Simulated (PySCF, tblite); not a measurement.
**C₅H₁₂O₂Si: geometry, infrared bands and NMR shifts**

Aim: predict the infrared bands and NMR shifts of C₅H₁₂O₂Si (`CCC1([SiH](O)O)CC1`).

Programs: tblite 0.8.0 and PySCF 2.14.0, with density-fitted response routines of our own. Each step states its level of theory. These are calculated values for one molecule in the gas phase, unless marked as measured. Atoms count from 0, in the outputs and in this text.

## (1) The starting structure

20 atoms, charge 0, multiplicity 1; geometry from: force field or distance geometry start.

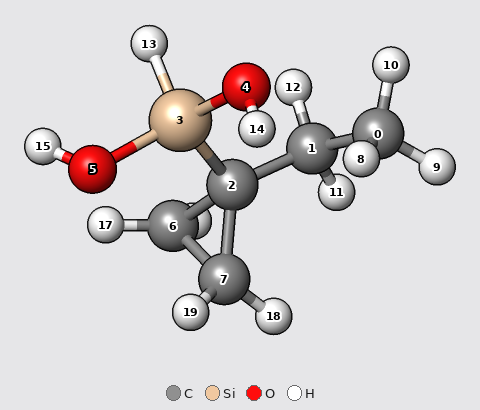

As it starts; carbon grey, silicon light orange, oxygen red, hydrogen white, atoms numbered.

## (2) Relaxing the molecule with GFN2-xTB

Job settings and geometry (Å):

```
{"job": {"kind": "relax", "xc": "GFN2-xTB", "basis": "xTB"}, "charge": 0, "multiplicity": 1}
C     -2.110500    -0.694800     0.186800
C     -1.271400     0.124600    -0.745200
C      0.117800     0.387600    -0.198300
Si     1.127200    -1.101600     0.139900
O      0.316600    -2.283900     1.096100
O      2.656100    -0.676100     0.792800
C      0.887400     1.522600    -0.844200
C      0.313800     1.676500     0.559300
H     -1.634600    -0.868900     1.173300
H     -3.071100    -0.125700     0.369000
H     -2.353000    -1.656600    -0.315100
H     -1.764100     1.090100    -0.920400
H     -1.112400    -0.441500    -1.691200
H      1.424400    -1.752700    -1.151500
H      0.315400    -2.089600     2.043400
H      3.326000    -0.692600     0.073100
H      0.359000     1.994500    -1.689000
H      1.986200     1.437600    -0.843600
H     -0.535900     2.418200     0.576000
H      1.017900     1.743000     1.385900
```

Started as:

```sh
OMP_NUM_THREADS=1 python probes_run.py task.json out
```

The driver reads the jobs from task.json and runs them one after another.

**Question.** This job is followed by: GFN2-xTB harmonic vibrations, gas phase; GIAO PBE0/pcSseg-1 NMR shielding, non-relativistic, gas phase. What will the session give for the following? strongest single infrared mode (GFN2-xTB); zero-point energy (GFN2-xTB); 13C shifts against TMS (PBE0/pcSseg-1, means over atoms taken as alike); 1H shifts against TMS (PBE0/pcSseg-1, means over atoms taken as alike); 29Si shifts against TMS (PBE0/pcSseg-1); 17O shifts against H2O (PBE0/pcSseg-1, means over atoms taken as alike).

As calculated:

```
                                                               quantity                                   value
                              strongest single infrared mode (GFN2-xTB)                   2231 cm⁻¹, 326 km/mol
                                           zero-point energy (GFN2-xTB)                          102.1 kcal/mol
13C shifts against TMS (PBE0/pcSseg-1, means over atoms taken as alike)               33.6, 16.1, 13.6, 9.8 ppm
 1H shifts against TMS (PBE0/pcSseg-1, means over atoms taken as alike)  5.28, 1.48, 1.27, 1.23, 0.31, 0.17 ppm
                                29Si shifts against TMS (PBE0/pcSseg-1)                               -18.2 ppm
17O shifts against H2O (PBE0/pcSseg-1, means over atoms taken as alike)                                39.6 ppm
```

What this shows: Over 126 steps the energy fell by 0.887 eV; of the close pairs, Si3–O4 changed most, 1.723 to 1.621 Å. No mode is imaginary among the 54: a minimum at this level. The strongest single mode, at 2231 cm⁻¹, moves mainly H13. Unscaled tight-binding wavenumbers are off by several per cent, some by more. Its intensities can rank the bands wrongly. At PBE0/pcSseg-1: The widest tensor belongs to C2: span 80 ppm, with a paramagnetic part of -86 ppm.
